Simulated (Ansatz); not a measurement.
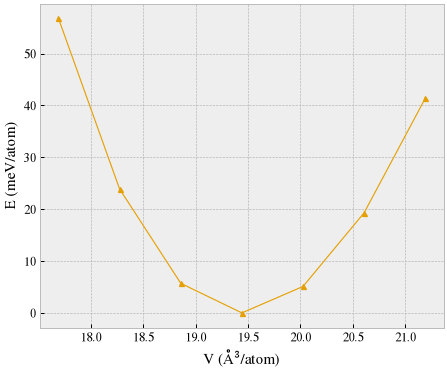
Fig. 1. Y₂N in space group P4/mmm (No. 123; Y on 1a, Y on 1d, N on 1c) under volume change, PBE+D3(BJ) in the plane-wave PAW code Ansatz, shape and atoms relaxed at each volume.

Question: What does a third-order Birch–Murnaghan fit give for V₀, B₀ and B′?

Answer: V₀ = 19.44 Å³/atom, B₀ = 97.9 GPa, B′ = 4.2.

The cell is a constructed one: a structure type filled with these elements; neither database checked (COD, Materials Project) lists it. Whether it is the stable phase at ambient conditions was not checked. The PBE+D3(BJ) relaxation kept the symmetry of its start; its stability against distortions is not shown here. No spin polarisation was allowed.

Potentials: the earlier of the program's two PAW sets.
